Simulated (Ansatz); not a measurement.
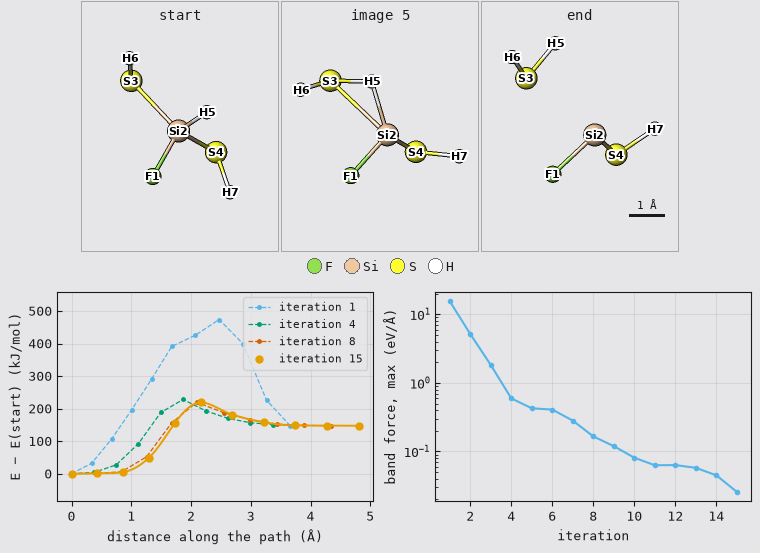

A nudged-elastic-band calculation for SiH$_{3}$S$_{2}$F. Images are numbered from 0 (start) to 10 (end). The plot follows the band through its iterations. The picture is a ball-and-stick view, seen from a free direction.

Theory: RKS PBE/def2-SVPD (Ansatz). Settings: 9 movable images; climbing image; force threshold 0.03 eV/Å; iteration limit 60; spring constant 20.0 eV/Å²; starting path through a guess of the saddle point.

Did the band converge, and can the barrier be trusted?

Answer. The run is converged, with reservations. The band converged in 15 iterations. The largest component of the band force went from 16 to 0.026 eV/Å. The climbing image converged on the top of the path. Its curvatures weren't checked. The first iteration put the highest image at 473.7 kJ/mol. The highest point, image 5, lies 218.9 kJ/mol above the start and 71.5 kJ/mol above the end; the end is at +147.3 kJ/mol relative to the start.

Cost: 5 min on 2 threads of Arm Neoverse V1, on a shared host, peak memory 0.17 GiB.
